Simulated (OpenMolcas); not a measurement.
## Relativistic diatomic calculation for FB⁻ (part 2 of 2)

The same run, continued: FB⁻. Method: SA-CASSCF(9,7)/XMS-CASPT2 + RASSI spin-orbit (X2C scalar, AMFI), ANO-RCC-VTZP (OpenMolcas).

Log (extracts), continued:
```
++ Dipole transition strengths (spin-free states):
     for osc. strength at least  1.00000000E-05
      From   To        Osc. strength     Einstein coefficients Ax, Ay, Az (sec-1)    Total A (sec-1)
         1    5       2.72062388E-03  2.68220156E+02  8.33152440E+05  0.00000000E+00  8.33420661E+05
         1    6       4.93710104E-02  1.38343692E+04  4.29385836E+07  0.00000000E+00  4.29524179E+07
         1    7       4.96334294E-02  4.36268900E+07  1.40561358E+04  0.00000000E+00  4.36409461E+07
         1    8       1.24814877E-01  5.29744983E+04  1.64059921E+08  0.00000000E+00  1.64112896E+08
         1    9       1.92412437E-01  3.59262348E+08  1.15930665E+05  0.00000000E+00  3.59378279E+08
         1    3       1.32953580E-05  0.00000000E+00  0.00000000E+00  2.63696550E+04  2.63696550E+04
         1    4       1.80743180E-01  0.00000000E+00  0.00000000E+00  3.58481165E+08  3.58481165E+08
         2    5       2.72062018E-03  8.33151241E+05  2.68220611E+02  0.00000000E+00  8.33419462E+05
         2    6       4.93710168E-02  4.29385871E+07  1.38343666E+04  0.00000000E+00  4.29524215E+07
         2    7       4.96334300E-02  1.40561349E+04  4.36268886E+07  0.00000000E+00  4.36409447E+07
         2    8       1.24814898E-01  1.64059943E+08  5.29744812E+04  0.00000000E+00  1.64112917E+08
         2    9       1.92412435E-01  1.15930670E+05  3.59262334E+08  0.00000000E+00  3.59378265E+08
         2    3       1.80743270E-01  0.00000000E+00  0.00000000E+00  3.58481324E+08  3.58481324E+08
         2    4       1.32953468E-05  0.00000000E+00  0.00000000E+00  2.63696326E+04  2.63696326E+04
        10   11       9.85127034E-03  4.98617233E+06  2.16431847E+03  0.00000000E+00  4.98833665E+06
        10   12       9.85126815E-03  2.16431957E+03  4.98617122E+06  0.00000000E+00  4.98833554E+06
         5    8       2.05364361E-03  0.00000000E+00  0.00000000E+00  7.22635401E+05  7.22635401E+05
         5    3       2.34412571E-05  1.71284566E+04  1.59421359E+00  0.00000000E+00  1.71300508E+04
         5    4       2.34424455E-05  1.59425409E+00  1.71293257E+04  0.00000000E+00  1.71309199E+04
         6    3       3.86258081E-03  8.73578819E+05  7.78973675E+01  0.00000000E+00  8.73656716E+05
         6    4       3.86258204E-03  7.78974451E+01  8.73579159E+05  0.00000000E+00  8.73657057E+05
         7    3       3.82232109E-03  7.54868273E+01  8.46545292E+05  0.00000000E+00  8.46620778E+05
         7    4       3.82232333E-03  8.46545850E+05  7.54868997E+01  0.00000000E+00  8.46621337E+05
         8    3       2.21648866E-03  1.51732840E+05  1.36389672E+01  0.00000000E+00  1.51746479E+05
         8    4       2.21649210E-03  1.36389738E+01  1.51733096E+05  0.00000000E+00  1.51746735E+05
         9    3       2.03668465E-05  2.97700650E-03  3.53556422E+01  0.00000000E+00  3.53586192E+01
         9    4       2.03669284E-05  3.53558133E+01  2.97702477E-03  0.00000000E+00  3.53587903E+01
 Electric-quadrupole - electric-quadrupole not included
 Electric-dipole - electric-octupole not included
 Electric-dipole - magnetic-quadrupole not included
   Eigenvalues of complex Hamiltonian:
  (Shifted by EMIN (a.u.) =       -124.5333752771)
 SO State       Relative EMIN(au)   Rel lowest level(eV)    D:o, cm**(-1)      Omega
     1            -0.0000624481        0.0000000000              0.0000         0.5
     2            -0.0000624481        0.0000000000              0.0000         0.5
     3             0.0000623578        0.0033961423             27.3917         1.5
     4             0.0000623578        0.0033961423             27.3917         1.5
     5             0.0935404753        2.5470653032          20543.4671         0.5
     6             0.0935404753        2.5470653032          20543.4671         0.5
     7             0.0935406558        2.5470702157          20543.5067         1.5
     8             0.0935406558        2.5470702157          20543.5067         1.5
     9             0.0976432593        2.6587077447          21443.9241         0.5
    10             0.0976432593        2.6587077447          21443.9241         0.5
    11             0.1645516213        4.4793770248          36128.6122         2.1
    12             0.1645516213        4.4793770248          36128.6122         2.1
    13             0.1654263450        4.5031794691          36320.5919         2.1
    14             0.1654263450        4.5031794691          36320.5919         2.1
    15             0.2022938103        5.5063943080          44412.0652         0.5
    16             0.2022938103        5.5063943080          44412.0652         0.5
    17             0.2189801276        5.9604521322          48074.2886         0.5
    18             0.2189801276        5.9604521322          48074.2886         0.5
    19             0.2190459410        5.9622430069          48088.7329         0.5
    20             0.2190459410        5.9622430069          48088.7329         0.5
    21             0.2191118502        5.9640364875          48103.1983         1.5
    22             0.2191118502        5.9640364875          48103.1983         1.5
    23             0.2191778545        5.9658325568          48117.6846         2.5
    24             0.2191778545        5.9658325568          48117.6846         2.5
    25             0.2411039021        6.5624707067          52929.8958         0.5
    26             0.2411039021        6.5624707067          52929.8958         0.5
    27             0.2483915809        6.7607785491          54529.3564         0.5
    28             0.2483915809        6.7607785491          54529.3564         0.5
    29             0.2485174721        6.7642042215          54556.9863         1.5
    30             0.2485174721        6.7642042215          54556.9863         1.5
 Weights of the five most important spin-orbit-free states for each spin-orbit state.
 SO State  Total energy (au)           Spin-free states, spin, and weights
    1        -0.000062       1 0.5  0.5000    2 0.5  0.5000   10 1.5  0.0000    8 0.5  0.0000    5 0.5  0.0000
    2        -0.000062       1 0.5  0.5000    2 0.5  0.5000   10 1.5  0.0000    8 0.5  0.0000    5 0.5  0.0000
    3         0.000062       2 0.5  0.5000    1 0.5  0.5000   10 1.5  0.0000    6 0.5  0.0000    7 0.5  0.0000
    4         0.000062       2 0.5  0.5000    1 0.5  0.5000   10 1.5  0.0000    6 0.5  0.0000    7 0.5  0.0000
    5         0.093540      10 1.5  1.0000    5 0.5  0.0000    8 0.5  0.0000    2 0.5  0.0000    1 0.5  0.0000
    6         0.093540      10 1.5  1.0000    5 0.5  0.0000    8 0.5  0.0000    2 0.5  0.0000    1 0.5  0.0000
    7         0.093541      10 1.5  1.0000    2 0.5  0.0000    1 0.5  0.0000   11 1.5  0.0000   12 1.5  0.0000
    8         0.093541      10 1.5  1.0000    2 0.5  0.0000    1 0.5  0.0000   11 1.5  0.0000   12 1.5  0.0000
    9         0.097643       5 0.5  1.0000   10 1.5  0.0000   12 1.5  0.0000   11 1.5  0.0000    3 0.5  0.0000
   10         0.097643       5 0.5  1.0000   10 1.5  0.0000   12 1.5  0.0000   11 1.5  0.0000    3 0.5  0.0000
   11         0.164552       6 0.5  0.9999    7 0.5  0.0001   12 1.5  0.0000   11 1.5  0.0000    1 0.5  0.0000
   12         0.164552       6 0.5  0.9999    7 0.5  0.0001   12 1.5  0.0000   11 1.5  0.0000    1 0.5  0.0000
   13         0.165426       7 0.5  0.9999    6 0.5  0.0001   12 1.5  0.0000   11 1.5  0.0000    2 0.5  0.0000
   14         0.165426       7 0.5  0.9999    6 0.5  0.0001   12 1.5  0.0000   11 1.5  0.0000    2 0.5  0.0000
   15         0.202294       8 0.5  1.0000    9 0.5  0.0000   11 1.5  0.0000   12 1.5  0.0000   10 1.5  0.0000
   16         0.202294       8 0.5  1.0000    9 0.5  0.0000   11 1.5  0.0000   12 1.5  0.0000   10 1.5  0.0000
   17         0.218980      11 1.5  0.5000   12 1.5  0.5000    8 0.5  0.0000    9 0.5  0.0000    5 0.5  0.0000
   18         0.218980      11 1.5  0.5000   12 1.5  0.5000    8 0.5  0.0000    9 0.5  0.0000    5 0.5  0.0000
   19         0.219046      12 1.5  0.5000   11 1.5  0.5000    4 0.5  0.0000    3 0.5  0.0000    8 0.5  0.0000
   20         0.219046      12 1.5  0.5000   11 1.5  0.5000    4 0.5  0.0000    3 0.5  0.0000    8 0.5  0.0000
   21         0.219112      11 1.5  0.5000   12 1.5  0.5000    4 0.5  0.0000    3 0.5  0.0000    7 0.5  0.0000
   22         0.219112      11 1.5  0.5000   12 1.5  0.5000    4 0.5  0.0000    3 0.5  0.0000    7 0.5  0.0000
   23         0.219178      12 1.5  0.5000   11 1.5  0.5000    7 0.5  0.0000    6 0.5  0.0000    3 0.5  0.0000
   24         0.219178      12 1.5  0.5000   11 1.5  0.5000    7 0.5  0.0000    6 0.5  0.0000    3 0.5  0.0000
   25         0.241104       9 0.5  1.0000    8 0.5  0.0000   11 1.5  0.0000   12 1.5  0.0000    3 0.5  0.0000
   26         0.241104       9 0.5  1.0000    8 0.5  0.0000   11 1.5  0.0000   12 1.5  0.0000    3 0.5  0.0000
   27         0.248392       3 0.5  0.5000    4 0.5  0.5000   11 1.5  0.0000   12 1.5  0.0000    9 0.5  0.0000
   28         0.248392       3 0.5  0.5000    4 0.5  0.5000   11 1.5  0.0000   12 1.5  0.0000    9 0.5  0.0000
   29         0.248517       4 0.5  0.5000    3 0.5  0.5000   12 1.5  0.0000   11 1.5  0.0000    7 0.5  0.0000
   30         0.248517       4 0.5  0.5000    3 0.5  0.5000   12 1.5  0.0000   11 1.5  0.0000    7 0.5  0.0000
++ Dipole transition strengths (SO states):
        for osc. strength at least   1.00000000E-05
      From   To        Osc. strength     Einstein coefficients Ax, Ay, Az (sec-1)    Total A (sec-1)
         1    9       2.71805773E-03  4.16836921E+05  4.16862360E+05  0.00000000E+00  8.33699281E+05
         1   11       5.02795420E-02  2.18873621E+07  2.18886402E+07  0.00000000E+00  4.37760023E+07
         1   13       4.87596439E-02  2.14531841E+07  2.14518830E+07  0.00000000E+00  4.29050671E+07
         1   15       1.25429974E-01  8.25092533E+07  8.25141333E+07  0.00000000E+00  1.65023387E+08
         1   25       1.91786960E-01  1.79203453E+08  1.79192735E+08  0.00000000E+00  3.58396188E+08
         1   27       1.80780417E-01  0.00000000E+00  0.00000000E+00  3.58553821E+08  3.58553821E+08
         2   10       2.71805773E-03  4.16836917E+05  4.16862364E+05  0.00000000E+00  8.33699281E+05
         2   12       5.02795420E-02  2.18873619E+07  2.18886404E+07  0.00000000E+00  4.37760023E+07
         2   14       4.87596439E-02  2.14531843E+07  2.14518828E+07  0.00000000E+00  4.29050671E+07
         2   16       1.25429974E-01  8.25092525E+07  8.25141341E+07  0.00000000E+00  1.65023387E+08
         2   26       1.91786960E-01  1.79203454E+08  1.79192733E+08  0.00000000E+00  3.58396188E+08
         2   28       1.80780417E-01  0.00000000E+00  0.00000000E+00  3.58553821E+08  3.58553821E+08
         3    9       2.72330720E-03  4.16600521E+05  4.16576281E+05  0.00000000E+00  8.33176802E+05
         3   11       4.84630972E-02  2.10659174E+07  2.10646357E+07  0.00000000E+00  4.21305531E+07
         3   13       5.05064882E-02  2.21869298E+07  2.21882295E+07  0.00000000E+00  4.43751594E+07
         3   15       1.24199480E-01  8.16039368E+07  8.15990352E+07  0.00000000E+00  1.63202972E+08
         3   25       1.93036756E-01  1.80173867E+08  1.80184570E+08  0.00000000E+00  3.60358438E+08
         3   29       1.80731695E-01  0.00000000E+00  0.00000000E+00  3.58460318E+08  3.58460318E+08
         4   10       2.72330720E-03  4.16600524E+05  4.16576277E+05  0.00000000E+00  8.33176802E+05
         4   12       4.84630972E-02  2.10659176E+07  2.10646355E+07  0.00000000E+00  4.21305531E+07
         4   14       5.05064882E-02  2.21869296E+07  2.21882297E+07  0.00000000E+00  4.43751594E+07
         4   16       1.24199480E-01  8.16039376E+07  8.15990344E+07  0.00000000E+00  1.63202972E+08
         4   26       1.93036756E-01  1.80173865E+08  1.80184572E+08  0.00000000E+00  3.60358438E+08
         4   30       1.80731695E-01  0.00000000E+00  0.00000000E+00  3.58460318E+08  3.58460318E+08
         5   19       9.84858868E-03  2.49218463E+06  2.49218409E+06  0.00000000E+00  4.98436872E+06
         5   21       9.85374426E-03  2.49610886E+06  2.49610830E+06  0.00000000E+00  4.99221716E+06
         6   20       9.84858868E-03  2.49218463E+06  2.49218409E+06  0.00000000E+00  4.98436872E+06
         6   22       9.85374426E-03  2.49610886E+06  2.49610830E+06  0.00000000E+00  4.99221716E+06
         7   17       9.84354973E-03  2.48829065E+06  2.48829010E+06  0.00000000E+00  4.97658075E+06
         7   23       9.85900163E-03  2.50005961E+06  2.50005905E+06  0.00000000E+00  5.00011866E+06
         8   18       9.84354973E-03  2.48829065E+06  2.48829010E+06  0.00000000E+00  4.97658075E+06
         8   24       9.85900163E-03  2.50005961E+06  2.50005905E+06  0.00000000E+00  5.00011866E+06
         9   15       2.05362581E-03  0.00000000E+00  0.00000000E+00  7.22628748E+05  7.22628748E+05
         9   27       2.34431467E-0
```

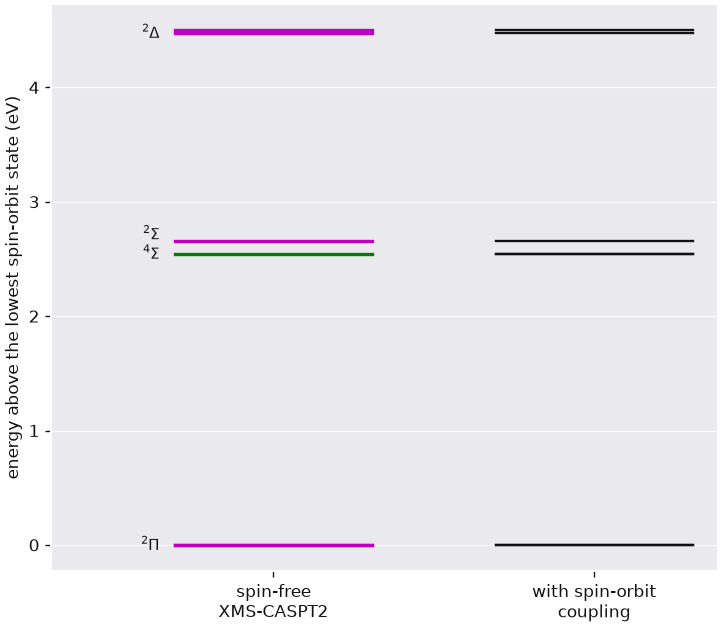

Figure 1. States up to 4.9 eV at 1.386 Å, without spin-orbit coupling (left, a colour for each spin multiplicity) and with it (right, where close levels merge). The spin-free states run ²Π (0.00 eV), ⁴Σ (2.55 eV), ²Σ (2.66 eV), ²Δ (4.48 eV) from the lowest. The lowest spin-orbit levels have |Ω| = 1/2 (0 cm⁻¹), 3/2 (27 cm⁻¹), 1/2 (20,543 cm⁻¹), 3/2 (20,544 cm⁻¹), 1/2 (21,444 cm⁻¹).

Summary:

- outcome: converged; components of a degenerate state are split by 192 cm⁻¹; whether the anion is bound against detachment isn't tested
- lowest spin-free state: ²Π
- lowest spin-orbit level: Ω = 1/2, −124.53344 hartree
- next level: Ω = 3/2, 27 cm⁻¹
- hardware: 1 CPU thread, shared host
- wall time: 16 s

Notes:

Caveats: the two components of ²Δ at 4.50 eV, degenerate in CASSCF as they must be, are split by 192 cm⁻¹ in XMS-CASPT2, an artefact that passes into its spin-orbit levels; 4 of the 30 spin-orbit states have no clean Ω, so their splittings aren't to be trusted; the run doesn't test whether the anion keeps its extra electron; the basis has no added diffuse functions, and states above the detachment threshold, which may include the lowest, are held only by it.
